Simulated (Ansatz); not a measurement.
```xyz
8

H    -1.6247    0.2111   -0.9526
Ge    1.4210   -0.3354   -0.1630
N    -1.9723    0.1963    0.0040
H     1.2056   -0.4478    1.3607
H     1.3698    1.1424   -0.6041
H     2.7709   -0.9699   -0.5636
H    -1.4587    0.9083    0.5197
H    -1.7115   -0.7049    0.3989
```

The calculation used UKS PBE0/def2-SVP in Ansatz 0.2.0.

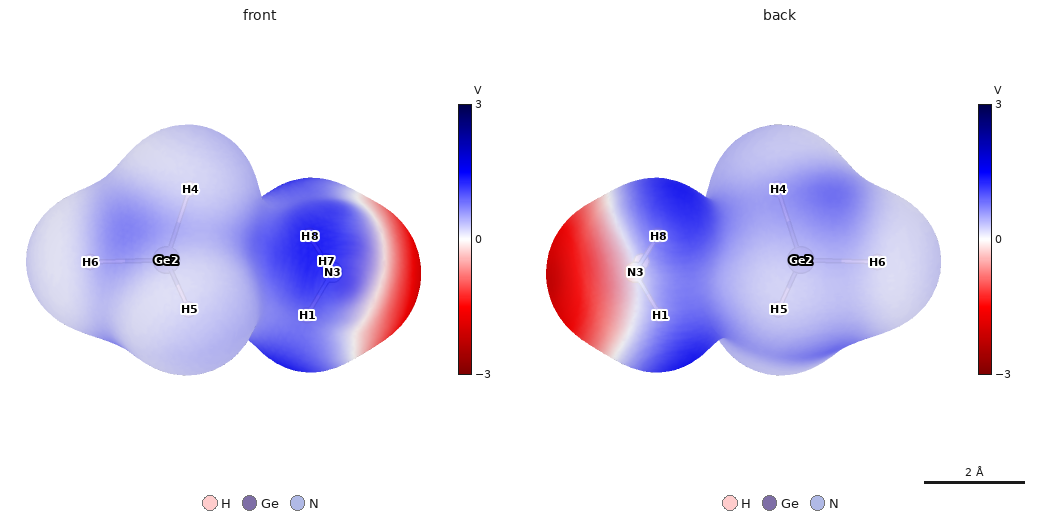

NH$_{3}$···GeH$_{3}$ (doublet). The molecular electrostatic potential painted on the density surface at 0.002 e/bohr³, seen from the front and from behind; the colour scale runs from red (negative) to blue (positive).

Q: Where is the surface potential most negative and most positive?

A: The most negative region (about −2.0 V, or −46 kcal/mol for a unit charge) lies over N3, the most positive (about +1.4 V, or +32 kcal/mol for a unit charge) over H1, H7 and H8. N3 is the likeliest acceptor of a hydrogen bond.
